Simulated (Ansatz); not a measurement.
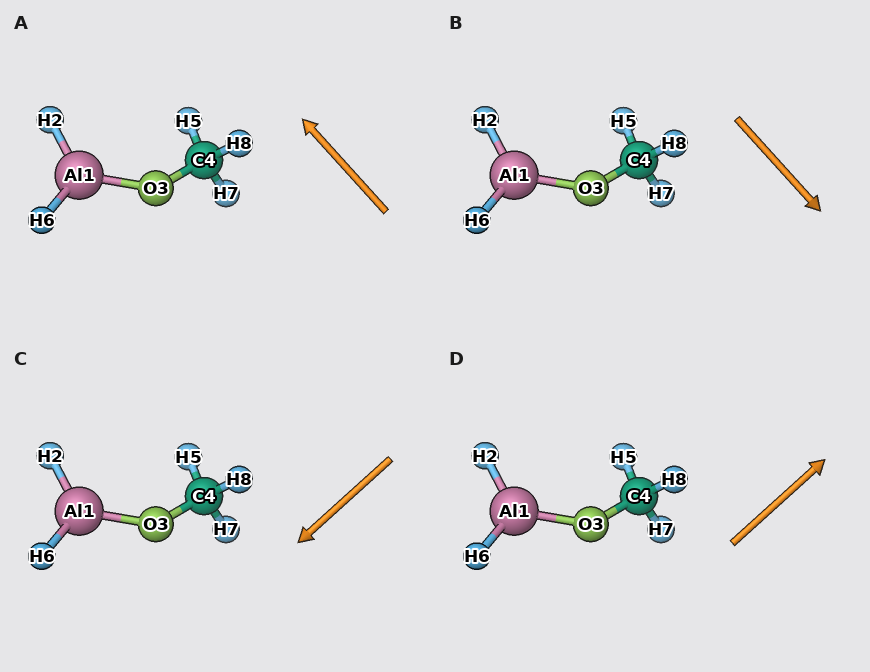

The same molecule four times, each with an arrow. Computed geometry: PBE0-D4/def2-TZVP optimisation. Level of theory: RKS PBE0-D4/def2-SVP (Ansatz 0.2.0).

Which arrow points along the dipole moment, from the negative to the positive end?

D. The dipole moment is 1.43 D; it points from the side of H6 to the side of H8 (the outermost atoms at the two ends).
